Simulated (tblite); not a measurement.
Geometry relaxation of C5H13Si2 (part 2 of 2)

Continued. System: C5H13Si2, multiplicity 2. Method: GFN2-xTB geometry optimisation, gas phase (tblite 0.8.0). It belongs to a series of runs on one base structure; here: H removed from Si.

Geometry of the input (Å):
```
C  -3.0036  -0.9874  -0.0045
C  -2.0544  -0.1260  0.3007
C  -0.6619  -0.6792  0.4326
C  0.2005  0.0162  -0.5617
Si 0.2066  1.8343  -0.1866
C  1.6159  -0.4559  -0.6071
Si 2.5884  -0.2838  0.9473
H  -2.7147  -2.0179  -0.1469
H  -4.0581  -0.6852  -0.1143
H  -2.3083  0.9094  0.4689
H  -0.3351  -0.3742  1.4575
H  -0.6549  -1.7846  0.4059
H  -0.2345  -0.0991  -1.5736
H  -1.1297  2.3771  -0.3374
H  1.0615  2.4804  -1.2247
H  0.7978  2.1483  1.1429
H  2.1195  0.1097  -1.4179
H  1.5972  -1.5492  -0.8897
H  3.3067  -1.5553  1.1851
H  3.6560  0.7331  0.7204
```

Trajectory as extended XYZ, continued:
```
20
Properties=species:S:1:pos:R:3:forces:R:3 step=60 energy=-562.94324
C    -3.0526   -1.0577    0.0474    0.0160   0.0020  -0.0030
C    -2.0707   -0.2633    0.4337   -0.0020  -0.0040   0.0100
C    -0.6292   -0.6504    0.4470   -0.0190  -0.0090   0.0000
C     0.1893    0.0996   -0.6138   -0.0220  -0.0010   0.0230
Si    0.2600    1.9793   -0.2868   -0.0290  -0.0040  -0.0020
C     1.5978   -0.4968   -0.6854    0.0150   0.0050   0.0360
Si    2.6188   -0.3215    0.9085    0.0360  -0.0060  -0.0050
H    -2.8667   -2.0699   -0.2760    0.0020   0.0070   0.0030
H    -4.0821   -0.7405    0.0367    0.0190   0.0100   0.0100
H    -2.2837    0.7486    0.7560    0.0130  -0.0110  -0.0200
H    -0.1968   -0.4335    1.4321    0.0020  -0.0140  -0.0040
H    -0.5382   -1.7279    0.2767   -0.0260   0.0030  -0.0200
H    -0.2977   -0.0726   -1.5821   -0.0140   0.0110  -0.0070
H    -1.0043    2.6184   -0.6645    0.0130  -0.0130   0.0030
H     1.3273    2.5552   -1.1077    0.0100   0.0150   0.0060
H     0.5425    2.1999    1.1343   -0.0110   0.0200  -0.0130
H     2.1412   -0.0172   -1.5040    0.0100  -0.0030  -0.0120
H     1.5254   -1.5576   -0.9436   -0.0090  -0.0220  -0.0060
H     3.2533   -1.5754    1.3135   -0.0030   0.0340  -0.0040
H     3.5611    0.7938    0.8749    0.0010  -0.0200   0.0070
20
Properties=species:S:1:pos:R:3:forces:R:3 step=73 energy=-562.94721
C    -3.0530   -1.0289    0.0679   -0.0100   0.0090   0.0070
C    -2.0507   -0.2593    0.4502    0.0080  -0.0110   0.0010
C    -0.6198   -0.6783    0.4370    0.0110  -0.0090   0.0040
C     0.1933    0.0867   -0.6156    0.0030  -0.0030  -0.0090
Si    0.2335    1.9691   -0.2889    0.0090  -0.0020  -0.0010
C     1.6084   -0.4957   -0.6932   -0.0090   0.0020   0.0000
Si    2.6283   -0.3087    0.8999    0.0010   0.0010  -0.0050
H    -2.8946   -2.0431   -0.2636   -0.0010   0.0130   0.0070
H    -4.0733   -0.6852    0.0727   -0.0140  -0.0030   0.0010
H    -2.2347    0.7569    0.7759   -0.0020  -0.0130   0.0030
H    -0.1650   -0.5008    1.4197   -0.0080   0.0210   0.0140
H    -0.5564   -1.7521    0.2367   -0.0070  -0.0100  -0.0300
H    -0.2960   -0.0863   -1.5833    0.0110   0.0170  -0.0150
H    -1.0033    2.5877   -0.7744    0.0040   0.0030  -0.0080
H     1.3642    2.5519   -1.0168   -0.0150  -0.0020   0.0000
H     0.3944    2.2272    1.1441   -0.0010  -0.0190   0.0030
H     2.1424   -0.0115   -1.5166    0.0020  -0.0110   0.0210
H     1.5431   -1.5583   -0.9522    0.0050   0.0180   0.0150
H     3.2572   -1.5599    1.3141    0.0100  -0.0080   0.0110
H     3.5769    0.7993    0.8833    0.0040   0.0090  -0.0180
20
Properties=species:S:1:pos:R:3:forces:R:3 step=85 energy=-562.94897
C    -3.0629   -1.0159    0.0805    0.0010   0.0050   0.0040
C    -2.0476   -0.2582    0.4529   -0.0010  -0.0080   0.0030
C    -0.6206   -0.6904    0.4208   -0.0120  -0.0050   0.0080
C     0.1988    0.0844   -0.6199   -0.0220  -0.0060   0.0060
Si    0.2229    1.9661   -0.2879    0.0190  -0.0190   0.0090
C     1.6149   -0.4958   -0.6844   -0.0180   0.0050  -0.0220
Si    2.6394   -0.2990    0.9032   -0.0180   0.0140   0.0100
H    -2.9163   -2.0300   -0.2574   -0.0090   0.0200  -0.0020
H    -4.0809   -0.6642    0.0993    0.0100  -0.0060   0.0090
H    -2.2170    0.7562    0.7925   -0.0060  -0.0110  -0.0130
H    -0.1613   -0.5324    1.4054   -0.0020   0.0020  -0.0050
H    -0.5702   -1.7614    0.1994    0.0030   0.0090  -0.0080
H    -0.2793   -0.0816   -1.5947    0.0130  -0.0100   0.0000
H    -0.9969    2.5796   -0.8205   -0.0090   0.0040   0.0110
H     1.3699    2.5555   -0.9827    0.0070   0.0020   0.0070
H     0.3361    2.2124    1.1520    0.0020   0.0010  -0.0100
H     2.1519   -0.0155   -1.5066    0.0150  -0.0010  -0.0170
H     1.5514   -1.5591   -0.9377    0.0060  -0.0050   0.0030
H     3.2716   -1.5451    1.3273    0.0050  -0.0110   0.0110
H     3.5908    0.8051    0.8555    0.0170   0.0200  -0.0020
20
Properties=species:S:1:pos:R:3:forces:R:3 step=97 energy=-562.95037
C    -3.0777   -1.0045    0.0933    0.0040   0.0050  -0.0070
C    -2.0480   -0.2586    0.4489    0.0020  -0.0080   0.0160
C    -0.6251   -0.7030    0.3980    0.0010  -0.0080   0.0030
C     0.2025    0.0758   -0.6323   -0.0030   0.0030   0.0040
Si    0.2231    1.9539   -0.2842   -0.0150   0.0090   0.0000
C     1.6221   -0.4974   -0.6837    0.0070  -0.0030  -0.0050
Si    2.6447   -0.2670    0.9020   -0.0050   0.0070   0.0040
H    -2.9494   -2.0149   -0.2611   -0.0030   0.0000   0.0060
H    -4.0914   -0.6440    0.1420    0.0020   0.0000  -0.0080
H    -2.2051    0.7531    0.8016    0.0040  -0.0010  -0.0080
H    -0.1623   -0.5619    1.3835    0.0080  -0.0080   0.0010
H    -0.5840   -1.7703    0.1599   -0.0110  -0.0120   0.0060
H    -0.2639   -0.0915   -1.6121    0.0030   0.0140  -0.0040
H    -0.9896    2.5720   -0.8305    0.0080   0.0000  -0.0020
H     1.3867    2.5537   -0.9397    0.0080   0.0000  -0.0130
H     0.3021    2.1930    1.1580    0.0070  -0.0070   0.0190
H     2.1594   -0.0292   -1.5129    0.0060   0.0090  -0.0120
H     1.5692   -1.5653   -0.9183   -0.0120  -0.0150  -0.0020
H     3.2707   -1.5080    1.3555   -0.0100   0.0090   0.0060
H     3.6109    0.8248    0.8288   -0.0020   0.0050  -0.0040
20
Properties=species:S:1:pos:R:3:forces:R:3 step=109 energy=-562.95193
C    -3.0893   -0.9959    0.1006    0.0060   0.0040  -0.0130
C    -2.0456   -0.2636    0.4435   -0.0010  -0.0030   0.0140
C    -0.6285   -0.7235    0.3770    0.0050  -0.0010   0.0020
C     0.2034    0.0689   -0.6393    0.0110  -0.0060  -0.0110
Si    0.2311    1.9421   -0.2663    0.0170   0.0030   0.0010
C     1.6250   -0.5014   -0.6870    0.0010  -0.0080  -0.0120
Si    2.6423   -0.2174    0.8945   -0.0080  -0.0060  -0.0120
H    -2.9792   -2.0084   -0.2532   -0.0010  -0.0080   0.0020
H    -4.0971   -0.6204    0.1581    0.0040  -0.0030  -0.0020
H    -2.1871    0.7505    0.7947    0.0050   0.0100   0.0030
H    -0.1572   -0.6073    1.3619   -0.0060  -0.0010   0.0090
H    -0.6026   -1.7870    0.1199    0.0020  -0.0020  -0.0050
H    -0.2564   -0.0824   -1.6243   -0.0060  -0.0060  -0.0040
H    -0.9765    2.5705   -0.8109   -0.0070   0.0100   0.0050
H     1.3949    2.5426   -0.9239   -0.0070  -0.0040   0.0110
H     0.3150    2.1585    1.1803   -0.0030   0.0050  -0.0110
H     2.1563   -0.0519   -1.5307    0.0040   0.0210   0.0120
H     1.5754   -1.5749   -0.8979   -0.0060  -0.0030   0.0170
H     3.2448   -1.4447    1.4114   -0.0050   0.0000   0.0060
H     3.6260    0.8563    0.7887   -0.0040  -0.0020  -0.0130
20
Properties=species:S:1:pos:R:3:forces:R:3 step=121 energy=-562.95237
C    -3.0886   -0.9917    0.1019    0.0030   0.0010   0.0010
C    -2.0415   -0.2650    0.4463    0.0010   0.0000   0.0000
C    -0.6267   -0.7305    0.3730    0.0010   0.0020   0.0010
C     0.2028    0.0651   -0.6431   -0.0030   0.0000   0.0010
Si    0.2315    1.9381   -0.2644   -0.0040  -0.0050   0.0040
C     1.6250   -0.5023   -0.6902    0.0000   0.0000   0.0000
Si    2.6368   -0.2062    0.8916    0.0050   0.0010  -0.0010
H    -2.9829   -2.0051   -0.2514   -0.0020   0.0020  -0.0030
H    -4.0948   -0.6124    0.1614    0.0010  -0.0020  -0.0010
H    -2.1751    0.7497    0.7994   -0.0080  -0.0010   0.0000
H    -0.1527   -0.6209    1.3575    0.0010   0.0000  -0.0010
H    -0.6056   -1.7928    0.1094    0.0040   0.0050   0.0020
H    -0.2583   -0.0865   -1.6276   -0.0010   0.0030  -0.0010
H    -0.9712    2.5752   -0.8119    0.0030  -0.0020  -0.0020
H     1.4030    2.5377   -0.9071   -0.0010   0.0010  -0.0020
H     0.3036    2.1525    1.1827   -0.0020   0.0010   0.0020
H     2.1570   -0.0506   -1.5321   -0.0010   0.0020  -0.0020
H     1.5781   -1.5765   -0.8965    0.0000  -0.0040  -0.0010
H     3.2295   -1.4282    1.4323   -0.0040   0.0030   0.0020
H     3.6251    0.8610    0.7659    0.0060  -0.0050  -0.0020
```

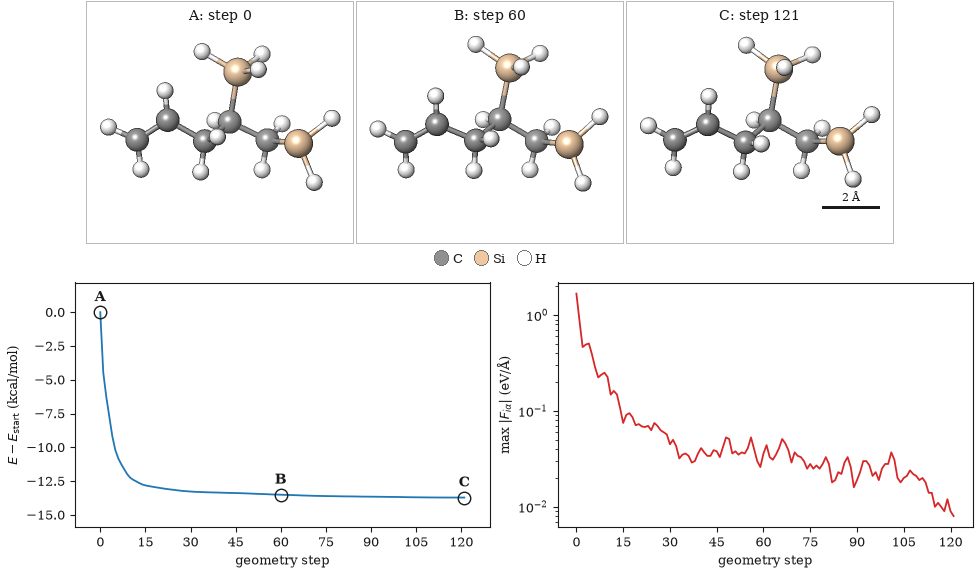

*Frames of the relaxation (ball-and-stick view, seen on its broad side) above the curves, on which the letters mark them (steps are counted from 0).*

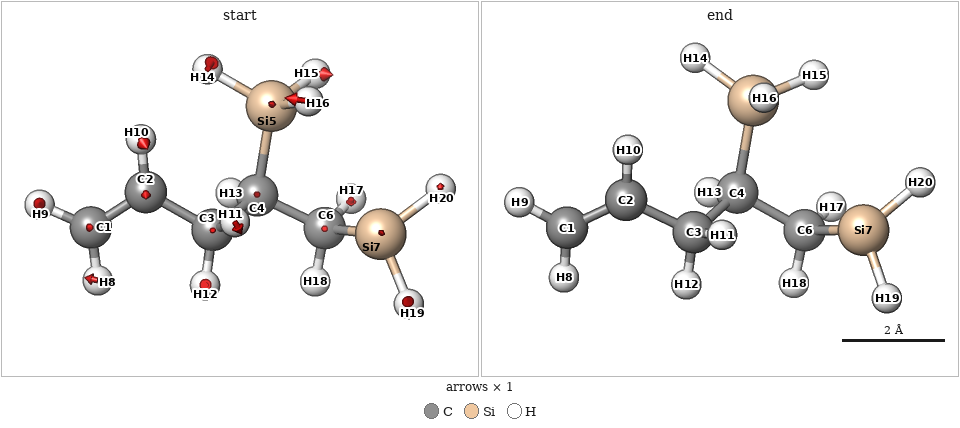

*Before (left) and after (right) the relaxation, at one scale (ball-and-stick view, seen on its broad side). The red arrows give the displacements, at true length.*

After 121 geometry steps the energy has fallen by 13.7 kcal/mol. Largest force component: 1.7 eV/Å at the start, 0.008 eV/Å at the end. H14 moves most after the best rigid fit: 0.55 Å. Largest moves by element: H 0.55 Å, C 0.20 Å, Si 0.14 Å. Among the contacts that change: C6–Si7 1.842 → 1.901 Å, C4–Si5 1.856 → 1.911 Å, C3–C4 1.489 → 1.534 Å, C6–H18 1.129 → 1.095 Å. Among the angles that change: C3–C2–H10 123.8° → 115.2°, C1–C2–C3 116.5° → 124.6°, C4–C3–H12 116.6° → 109.5°. (Atoms are counted from 1 in the order of the input.)

Key numbers:

- outcome: converged
- total energy: −562.9524 eV
- wall time: 1 s
- peak memory: 0.18 GiB
